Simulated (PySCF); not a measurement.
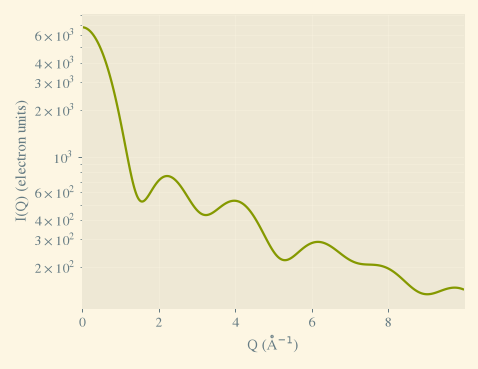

Elastic X-ray scattering of a randomly oriented, rigid molecule, calculated with the Debye equation from neutral-atom form factors (independent atoms, no Compton part, no vibration). The geometry is the end point of an optimisation (PBE0-D3(BJ)/def2-SVP geometry optimisation, gas phase (PySCF 2.14.0, density-fitted response routines)); it may be a saddle point or a higher isomer. It contains Cl, Si.

> How many electrons does the independent-atom model of the molecule hold?

I(0) is the square of the electron number: I(0) = 6720, so about 82 electrons, the count of Cl4Si.

> What radius of gyration does the initial fall-off give?

From I(Q) ≈ I(0) exp(−Q²R²/3) at small Q, R ≈ 1.98 Å. It is larger than the electron-weighted radius of the nuclear positions alone (1.85 Å), because each atom's electron cloud adds to it.
